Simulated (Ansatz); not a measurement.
# ClH3Si: molecular dynamics

The plan is to follow the molecule's vibrations and see whether its bonds hold. The start is relaxed first. Runs: 500 steps of 0.5 fs at constant energy, with velocities drawn for 1000 K. SMILES of the start: [SiH3]Cl.

All numbers below are computed with Ansatz 0.2.0 (RKS B3LYP/def2-TZVP).

### Step 1. Starting point

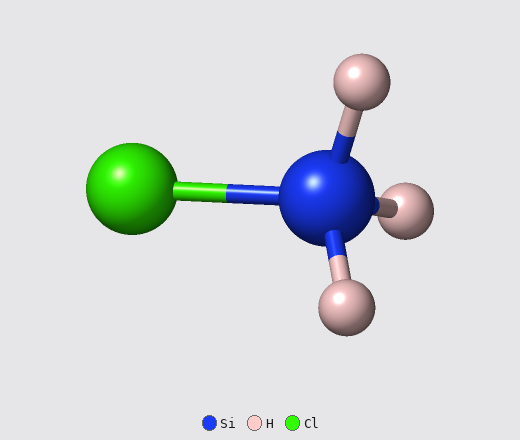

Start, viewed from a free direction; silicon blue, hydrogen pink, chlorine green.

As a file:

```xyz
5

Si    0.0000    0.0000    0.0000
H     0.0000    0.0000    1.4600
H     1.3768    0.0000   -0.4862
Cl   -1.0032    1.7381   -0.7093
H    -0.6877   -1.1914   -0.4862
```

### Step 2. Relaxing the start

Input file input.yaml:

```yaml
crystal:
  periodic: [false, false, false]
  atoms:
    - { symbol: Si, position_ang: [0.0, 0.0, 0.0] }
    - { symbol: H, position_ang: [0.0, 0.0, 1.46] }
    - { symbol: H, position_ang: [1.3768, 0.0, -0.4862] }
    - { symbol: Cl, position_ang: [-1.0032, 1.7381, -0.7093] }
    - { symbol: H, position_ang: [-0.6877, -1.1914, -0.4862] }
basis:
  gaussian: { orbitals: def2-TZVP }
hamiltonian:
  xc: b3lyp
relax:
  f_tol: 0.02
  max_steps: 40
```

On the command line:

```
$ ansatz run input.yaml --threads 2 --pin off --max-ram 3072MiB --backend cpu --events-out ev --progress --plain --runs-dir out
```

Log (excerpt; [...] marks lines left out):

```text
Warning: RAYON_NUM_THREADS=2 ignored (pool sized by the plan → 2); use --threads N
[...]
Functional definition: B3LYP
[...]
656 factors; their error is unknown
[...]
mean field -20451.96863306 eV, -751.5959844226 hartree, gradient 3.1e-5 eV, S^2 0.000000; 0 other end points of the search recorded, 0 dependent functions left out
[...]
reference -20451.96885926 eV, -751.5959927355 hartree; 17, 17 occupied and 75, 75 virtual orbitals, 656 factors
relax step   1: F+E_penalty+E_count = -20451.96863306 eV  Δ(F+E_penalty+E_count) = +0.000e0 eV  max|allowed force component| = 7.970e-1 eV/Å  Δτ_max = 0.0000 Å  (23 SCF iters, accepted)
[...]
relax step   4: F+E_penalty+E_count = -20452.01215607 eV  Δ(F+E_penalty+E_count) = -3.058e-3 eV  max|allowed force component| = 2.250e-2 eV/Å  Δτ_max = 0.0134 Å  (24 SCF iters, accepted)
[...]
relax step   5: F+E_penalty+E_count = -20452.01217871 eV  Δ(F+E_penalty+E_count) = -2.264e-5 eV  max|allowed force component| = 1.805e-3 eV/Å  Δτ_max = 0.0016 Å  (19 SCF iters, accepted)
656 factors; their error is unknown
mean field -20452.01217871 eV, -751.5975846959 hartree, gradient 2.5e-5 eV, S^2 0.000000; 1 other end points of the search recorded, 0 dependent functions left out
[...]
reference -20452.01240482 eV, -751.5975930051 hartree; 17, 17 occupied and 75, 75 virtual orbitals, 656 factors
Total energy: -20452.01240482 eV, -751.5975930051 hartree
Atom 0 at    -0.000528     0.001435    -0.000284 Å, force    -0.000261     0.000441    -0.000185 eV/Å
Atom 1 at    -0.012948     0.022626     1.475542 Å, force     0.000032    -0.000060     0.001805 eV/Å
Atom 2 at     1.386864     0.022667    -0.503632 Å, force     0.001713    -0.000059    -0.000572 eV/Å
Atom 3 at    -0.974931     1.689357    -0.689425 Å, force    -0.000684     0.001199    -0.000484 eV/Å
Atom 4 at    -0.712556    -1.189385    -0.503900 Å, force    -0.000799    -0.001521    -0.000564 eV/Å
Dipole moment:     0.129337    -0.224045     0.091476 e Å
```

Wall time 5.9 s (2 threads of Arm Neoverse V1, shared host); peak memory 0.14 GiB.

Relaxation path:

| step | energy from step 1 (eV) | largest force component (eV/Å) |
| --- | --- | --- |
| 1 | 0.0000 | 0.7970 |
| 2 | -0.0367 | 0.3787 |
| 3 | -0.0405 | 0.2906 |
| 4 | -0.0435 | 0.0225 |
| 5 | -0.0435 | 0.0018 |

Step 1 is the start.

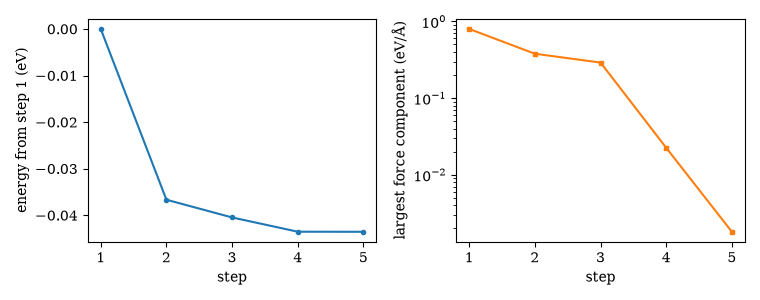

Energy and largest force along the relaxation.

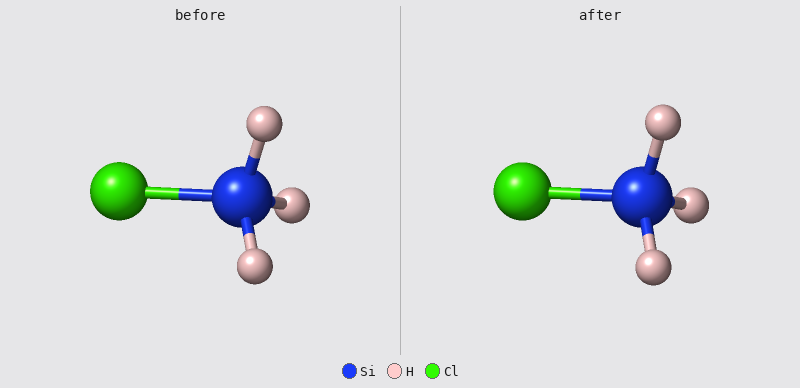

Before and after, at one scale.

After: Bond lengths: Si1–H2 1.476 Å, Si1–H3 1.476 Å, Si1–Cl4 2.067 Å, Si1–H5 1.476 Å. Angles: H2–Si1–H3 110.4°, H2–Si1–Cl4 108.5°, H2–Si1–H5 110.4°, H3–Si1–Cl4 108.5°, H3–Si1–H5 110.4°, Cl4–Si1–H5 108.5°.

### Step 3. The run

500 steps of 0.5 fs at constant energy, with velocities drawn for 1000 K, from the relaxed start.

Input file input.yaml:

```yaml
crystal:
  periodic: [false, false, false]
  atoms:
    - { symbol: Si, position_ang: [-0.000528, 0.001435, -0.000284] }
    - { symbol: H, position_ang: [-0.012948, 0.022626, 1.475542] }
    - { symbol: H, position_ang: [1.386864, 0.022667, -0.503632] }
    - { symbol: Cl, position_ang: [-0.974931, 1.689357, -0.689425] }
    - { symbol: H, position_ang: [-0.712556, -1.189385, -0.5039] }
basis:
  gaussian: { orbitals: def2-TZVP }
hamiltonian:
  xc: b3lyp
md:
  timestep: 0.5
  n_steps: 500
  ensemble: nve
  temperature: 1000.0
  initial_velocities: maxwell_boltzmann
  seed: 823825
```

On the command line:

```
$ ansatz run input.yaml --threads 2 --pin off --max-ram 3072MiB --backend cpu --events-out ev --progress --plain --runs-dir out
```

Log (excerpt; [...] marks lines left out):

```text
Warning: RAYON_NUM_THREADS=2 ignored (pool sized by the plan → 2); use --threads N
[...]
[... 1 set-up line as earlier in the session ...]
[...]
656 factors; their error is unknown
[...]
mean field -20452.01217871 eV, -751.5975846959 hartree, gradient 6.1e-5 eV, S^2 0.000000; 0 other end points of the search recorded, 0 dependent functions left out
[...]
reference -20452.01240482 eV, -751.5975930051 hartree; 17, 17 occupied and 75, 75 virtual orbitals, 656 factors
md step     0: t =     0.00 fs  T =  1000.0 K  F+E_penalty+E_count = -20452.01217871 eV  E_kin = 0.387780 eV  conserved = -20451.62439871 eV  (24 SCF iters)
[...]
md step    20: t =    10.00 fs  T =   145.1 K  F+E_penalty+E_count = -20451.67953002 eV  E_kin = 0.056273 eV  conserved = -20451.62325702 eV  (25 SCF iters)
[...]
md step    40: t =    20.00 fs  T =   576.8 K  F+E_penalty+E_count = -20451.84731667 eV  E_kin = 0.223686 eV  conserved = -20451.62363050 eV  (24 SCF iters)
[...]
md step    60: t =    30.00 fs  T =   638.8 K  F+E_penalty+E_count = -20451.87180585 eV  E_kin = 0.247701 eV  conserved = -20451.62410518 eV  (24 SCF iters)
[...]
md step    80: t =    40.00 fs  T =   298.6 K  F+E_penalty+E_count = -20451.73918657 eV  E_kin = 0.115810 eV  conserved = -20451.62337643 eV  (26 SCF iters)
md step    81: t =    40.50 fs  T =   238.1 K  F+E_penalty+E_count = -20451.71556738 eV  E_kin = 0.092323 eV  conserved = -20451.62324438 eV  (26 SCF iters)
```

### Step 4. The log goes on: dynamics from the start

Output, continued (excerpt; [...] marks lines left out):

```text
md step    82: t =    41.00 fs  T =   192.0 K  F+E_penalty+E_count = -20451.69761467 eV  E_kin = 0.074471 eV  conserved = -20451.62314362 eV  (25 SCF iters)
[...]
md step   107: t =    53.50 fs  T =   828.2 K  F+E_penalty+E_count = -20451.94507883 eV  E_kin = 0.321174 eV  conserved = -20451.62390513 eV  (25 SCF iters)
[...]
md step   132: t =    66.00 fs  T =   487.0 K  F+E_penalty+E_count = -20451.81284343 eV  E_kin = 0.188834 eV  conserved = -20451.62400946 eV  (25 SCF iters)
[...]
md step   157: t =    78.50 fs  T =   227.8 K  F+E_penalty+E_count = -20451.71126245 eV  E_kin = 0.088327 eV  conserved = -20451.62293506 eV  (25 SCF iters)
[...]
md step   182: t =    91.00 fs  T =   567.9 K  F+E_penalty+E_count = -20451.84408322 eV  E_kin = 0.220239 eV  conserved = -20451.62384391 eV  (25 SCF iters)
md step   183: t =    91.50 fs  T =   487.5 K  F+E_penalty+E_count = -20451.81264004 eV  E_kin = 0.189061 eV  conserved = -20451.62357926 eV  (25 SCF iters)
```

### Step 5. The output, continued: dynamics from the start

The log, continued (excerpt; [...] marks lines left out):

```text
md step   184: t =    92.00 fs  T =   409.1 K  F+E_penalty+E_count = -20451.78196895 eV  E_kin = 0.158653 eV  conserved = -20451.62331551 eV  (26 SCF iters)
[...]
md step   205: t =   102.50 fs  T =   732.6 K  F+E_penalty+E_count = -20451.90783755 eV  E_kin = 0.284103 eV  conserved = -20451.62373408 eV  (25 SCF iters)
[...]
md step   226: t =   113.00 fs  T =   232.5 K  F+E_penalty+E_count = -20451.71373086 eV  E_kin = 0.090153 eV  conserved = -20451.62357804 eV  (25 SCF iters)
[...]
md step   247: t =   123.50 fs  T =   642.1 K  F+E_penalty+E_count = -20451.87242644 eV  E_kin = 0.249006 eV  conserved = -20451.62342001 eV  (25 SCF iters)
[...]
md step   499: t =   249.50 fs  T =   546.5 K  F+E_penalty+E_count = -20451.83522510 eV  E_kin = 0.211926 eV  conserved = -20451.62329937 eV  (24 SCF iters)
[...]
md step   500: t =   250.00 fs  T =   537.8 K  F+E_penalty+E_count = -20451.83186274 eV  E_kin = 0.208542 eV  conserved = -20451.62332121 eV  (24 SCF iters)
Total energy: -20451.83208999 eV, -751.5909665574 hartree
Atom 0 at    -0.001032    -0.003700    -0.015601 Å, force     1.212165     0.087353     0.180220 eV/Å
Atom 1 at    -0.088309     0.056127     1.427655 Å, force     0.120860     0.180244     0.646279 eV/Å
Atom 2 at     1.523176    -0.023785    -0.385834 Å, force    -1.441658     0.029708     0.012059 eV/Å
Atom 3 at    -0.975924     1.695410    -0.684959 Å, force     0.135392    -0.218108    -0.225174 eV/Å
Atom 4 at    -0.724527    -1.246242    -0.304103 Å, force    -0.026759    -0.079198    -0.613384 eV/Å
Dipole moment:     0.110955    -0.205811     0.024381 e Å
```

Wall time 7.6 min (2 threads of Arm Neoverse V1, shared host); peak memory 0.14 GiB.

### Step 6. What the atoms did

The trajectory, every 36 steps (energies from step 0):

| time (fs) | T (K) | potential energy change (meV/atom) | total energy change (meV/atom) |
| --- | --- | --- | --- |
| 0.0 | 1000 | 0.0 | 0.00 |
| 18.0 | 555 | 34.7 | 0.22 |
| 36.0 | 683 | 24.7 | 0.08 |
| 54.0 | 782 | 17.0 | 0.12 |
| 72.0 | 634 | 28.6 | 0.19 |
| 90.0 | 694 | 23.8 | 0.05 |
| 108.0 | 502 | 38.9 | 0.25 |
| 126.0 | 803 | 15.3 | 0.06 |
| 144.0 | 457 | 42.3 | 0.19 |
| 162.0 | 544 | 35.5 | 0.16 |
| 180.0 | 721 | 21.7 | 0.06 |
| 198.0 | 420 | 45.2 | 0.23 |
| 216.0 | 496 | 39.1 | 0.07 |
| 234.0 | 451 | 42.8 | 0.22 |
| 250.0 | 538 | 36.1 | 0.22 |

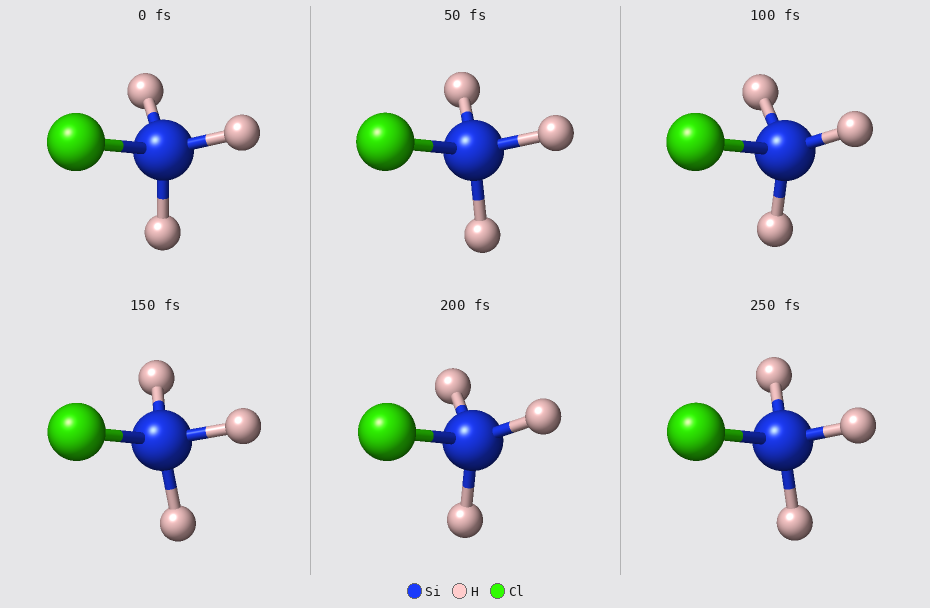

The system at six times, viewed from a free direction. Sticks join atoms within a bonding distance in each frame.

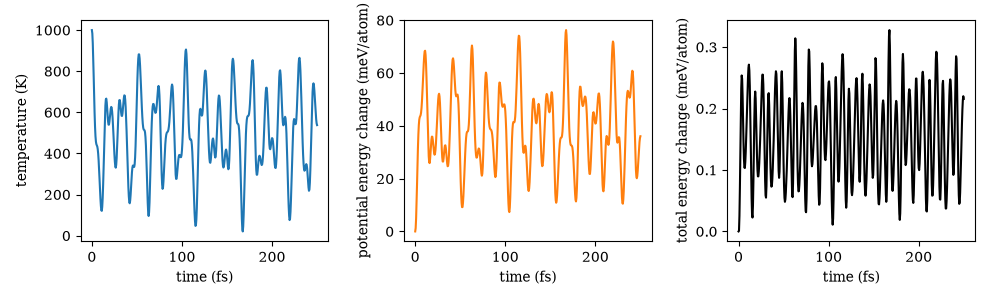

Traces against time; each panel has its own scale.

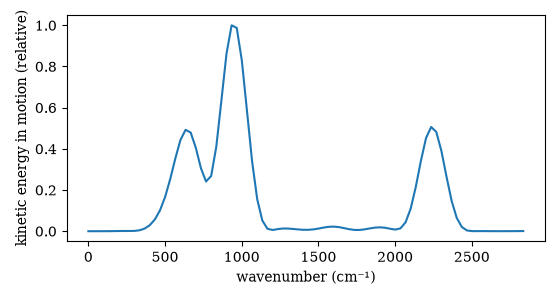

Power spectrum of the mass-weighted velocities; a run of 250 fs resolves no finer than about 270 cm⁻¹.

Maxima of the velocity power spectrum (cm⁻¹, relative height; resolution about 270 cm⁻¹): 630 (49), 930 (100), 2230 (51).

### Step 7. Positions and forces

Positions (Å) and forces (eV/Å):

```xyz
5
time_fs=31.0 T=660 dE=0.1323
Si    0.006   -0.009    0.001   -1.051    0.346   -0.278
H    -0.099    0.244    1.450    0.208   -0.576    0.073
H     1.339   -0.066   -0.536    0.846    0.169   -0.043
Cl   -0.978    1.694   -0.686    0.090   -0.076   -0.236
H    -0.667   -1.197   -0.600   -0.093    0.137    0.484
5
time_fs=62.5 T=113 dE=0.3454
Si   -0.004   -0.002    0.019   -1.367    0.205   -0.124
H     0.084    0.009    1.533   -0.148   -0.255   -0.765
H     1.198    0.080   -0.682    2.010    0.097   -0.273
Cl   -0.971    1.687   -0.693   -0.237    0.281    0.318
H    -0.660   -1.065   -0.786   -0.258   -0.327    0.844
5
time_fs=94.0 T=277 dE=0.2816
Si    0.008   -0.014   -0.003   -1.661    0.716    0.568
H    -0.133    0.357    1.466    0.312   -0.996   -0.556
H     1.326   -0.080   -0.505    1.406    0.188   -0.224
Cl   -0.979    1.696   -0.684    0.094   -0.112   -0.400
H    -0.635   -1.214   -0.626   -0.152    0.204    0.612
5
time_fs=125.0 T=771 dE=0.0891
Si   -0.001    0.001    0.008   -0.474   -0.158    0.440
H     0.083   -0.055    1.546   -0.216    0.051   -1.042
H     1.326    0.052   -0.566    0.594   -0.022   -0.069
Cl   -0.975    1.689   -0.693   -0.027    0.093    0.250
H    -0.741   -1.127   -0.627    0.123    0.036    0.420
5
time_fs=156.0 T=848 dE=0.0590
Si   -0.003   -0.002   -0.005    0.338   -0.276    0.652
H     0.059   -0.095    1.500   -0.163    0.312   -0.481
H     1.419    0.076   -0.467   -0.416   -0.145   -0.106
Cl   -0.975    1.694   -0.689    0.025   -0.145    0.141
H    -0.753   -1.216   -0.432    0.215    0.254   -0.207
5
time_fs=187.5 T=363 dE=0.2479
Si    0.000   -0.001   -0.028    0.975    0.045    1.428
H    -0.072    0.035    1.447    0.031    0.279    0.140
H     1.516   -0.042   -0.273   -1.060    0.072   -0.437
Cl   -0.977    1.694   -0.681    0.151   -0.173   -0.297
H    -0.733   -1.243   -0.242   -0.097   -0.223   -0.834
5
time_fs=219.0 T=96 dE=0.3521
Si   -0.006    0.005    0.010    1.501    0.019   -0.969
H     0.141   -0.355    1.396   -0.118    0.666    1.091
H     1.472    0.156   -0.486   -1.359   -0.348    0.147
Cl   -0.975    1.692   -0.699    0.000   -0.058    0.462
H    -0.810   -1.142   -0.388   -0.024   -0.280   -0.732
5
time_fs=250.0 T=538 dE=0.1803
Si   -0.001   -0.004   -0.016    1.212    0.087    0.180
H    -0.088    0.056    1.428    0.121    0.180    0.646
H     1.523   -0.024   -0.386   -1.442    0.030    0.012
Cl   -0.976    1.695   -0.685    0.135   -0.218   -0.225
H    -0.725   -1.246   -0.304   -0.027   -0.079   -0.613
```

### Step 8. Summary of results

| quantity | value |
| --- | --- |
| relaxation of the start | 4 moves, 0.044 eV lower |
| length | 500 steps of 0.5 fs |
| temperature, first and last step | 1000 and 538 K |
| temperature, second half | mean 501 K, from 21 to 865 K |
| potential energy, second half | +39 meV/atom from the start |
| largest change of the total energy | 0.33 meV/atom |
| bonds formed or broken | 0 |

The temperature starts at 1000 K and averages 501 K in the second half, where it ranges from 21 to 865 K; a mean near half the start is what vibrations about a minimum give, since they share energy equally between motion and strain. The total energy strays from its start by at most 0.33 meV/atom, 0.8 % of the mean kinetic energy, so a step of 0.5 fs is short enough over this time. The bonds all hold. A run of 250 fs with 5 atoms shows the motion but fixes no equilibrium value. The nuclei move classically, without zero-point motion, which matters most for hydrogen.
